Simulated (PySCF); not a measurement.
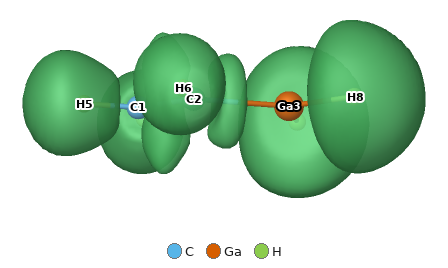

The picture shows: C₂H₅Ga. Isosurface of the electron localisation function at 0.75 (green), seen from one side. Only the valence region is drawn (cores and ρ < 0.01 e/Å³ removed).

Geometry: PBE0-D3(BJ)/def2-SVP.

The calculation used DFT single point, gas phase, functional wB97X in PySCF.

```xyz
8

C     1.2953    0.2199   -0.4881
C     0.4311   -0.4424    0.2965
Ga   -1.4650    0.0181    0.3053
H     0.9712    1.0350   -1.1472
H     2.3678   -0.0134   -0.5162
H     0.8305   -1.2459    0.9292
H    -1.9171    1.1872   -0.6461
H    -2.4955   -0.7398    1.2175
```

Question: What do the ELF domains correspond to?

Answer: At this value the surface marks out one region between bonded C–C atoms (shared pairs), five regions around hydrogen nuclei and one lobe of the valence shell of C pointing towards Ga (polar bonds).

Values along the shortest contacts:
C–C (1.34 Å): the ELF peaks at about 0.90 between the atoms (a multiple bond). C–Ga (1.95 Å): the ELF peaks at about 0.95 in the valence shell of C, 0.7 Å from its nucleus, and is about 0.55 at the midpoint.
